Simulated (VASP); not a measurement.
```
CELL_PARAMETERS angstrom
      3.92799     0.00000     0.00000
      0.00000     3.92799     0.00000
      0.00000     0.00000     3.92799
ATOMIC_POSITIONS crystal
  Ti 0.00000 0.00000 0.00000
  Pt 0.00000 0.50000 0.50000
  Pt 0.50000 0.00000 0.50000
  Pt 0.50000 0.50000 0.00000
```

The numbers are results of rev-vdW-DF2, VASP's PBE PAW potentials (set 64) (plane waves; VASP), not measurements. Run with 520 eV cut-off, 9×9×9 Γ-centred mesh, tetrahedra with Blöchl corrections, potentials Ti_sv Pt.

Unless said otherwise, spin-orbit coupling is left out, though it shifts the bands of the heavy elements here.

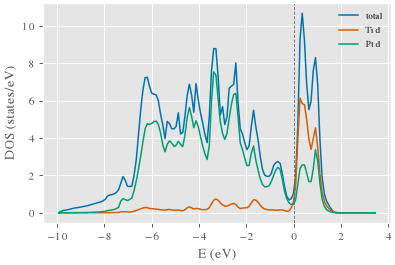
Fig. 1. Total and projected density of states, zero at the Fermi level

Within 2 eV below the Fermi level the largest weight inside VASP's projection spheres is Pt d.

It has no gap at this level: it comes out as a metal or semimetal.

The compound is Pt3Ti in the L1_2 structure. It was relaxed first.
